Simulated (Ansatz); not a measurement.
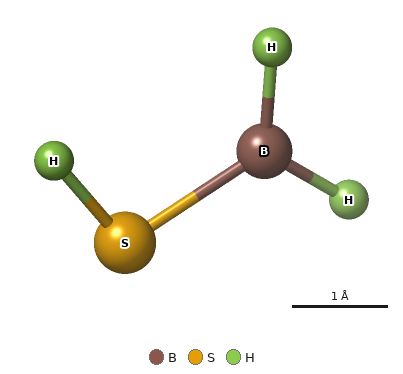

The structure (ball-and-stick view, seen at a tilt).

# Run report: BH₃S, single-point calculation

BH₃S, computed with RKS BLYP-D4/def2-TZVPP (Ansatz 0.2.0).

The geometry comes from this level: PBE0-D4/def2-TZVP.

What the program printed:
```
Functional definition: BLYP
  name "BLYP"
  cite "Becke, Phys. Rev. A 38, 3098 (1988) doi:10.1103/PhysRevA.38.3098"
  cite "Lee, Yang & Parr, Phys. Rev. B 37, 785 (1988) doi:10.1103/PhysRevB.37.785"
  parameter beta = 0.0042
  parameter a = 0.04918
  parameter b = 0.132
  parameter c = 0.2533
  parameter d = 0.349
  exchange = b88_x(beta = beta)
  correlation = lyp_c(a = a, b = b, c = c, d = d)
630 factors; their error is unknown
mean field evaluation 1: about -11557.0559 eV, gradient 3.4e1 eV
mean field evaluation 2: about -11552.6020 eV, gradient 4.9e1 eV
mean field evaluation 4: about -11560.8762 eV, gradient 2.8e0 eV
mean field evaluation 8: about -11560.8945 eV, gradient 6.3e-2 eV
mean field -11560.88461393 eV, -424.8546733129 hartree, gradient 8.6e-5 eV, S^2 0.000000; 0 other end points of the search recorded, 0 dependent functions left out
reference -11560.88489482 eV, -424.8546836355 hartree; 12, 12 occupied and 103, 103 virtual orbitals, 630 factors
Total energy: -11561.01632000 eV, -424.8595134217 hartree
```

This output came from the following input.

Input:
```yaml
crystal:
  periodic: [false, false, false]
  atoms:
    - {symbol: B, position_ang: [-1.288910, 0.150225, 0.573350]}
    - {symbol: S, position_ang: [-1.522241, -1.510220, 1.123691]}
    - {symbol: H, position_ang: [-1.103124, 1.038974, 1.342915]}
    - {symbol: H, position_ang: [-1.330223, 0.316308, -0.605844]}
    - {symbol: H, position_ang: [-1.413403, -1.315977, 2.449525]}
basis:
  gaussian: {orbitals: def2-TZVPP}
hamiltonian: {xc: {name: BLYP}, dispersion: d4}
```

Launch command:
```bash
ansatz run in.yaml --threads 3 --pin off --events-out ev --progress --plain --max-ram 6092MiB
```

Results in brief:

- outcome: converged
- total energy: −11561.0163 eV
- mean-field energy: −11560.8849 eV
- dispersion energy: −0.1314 eV
- SCF solution under orbital rotations: stable
- hardware: 3 CPU threads, shared host
- wall time: 0.55 s (CPU time 1.1 s)
- peak memory: 0.54 GiB
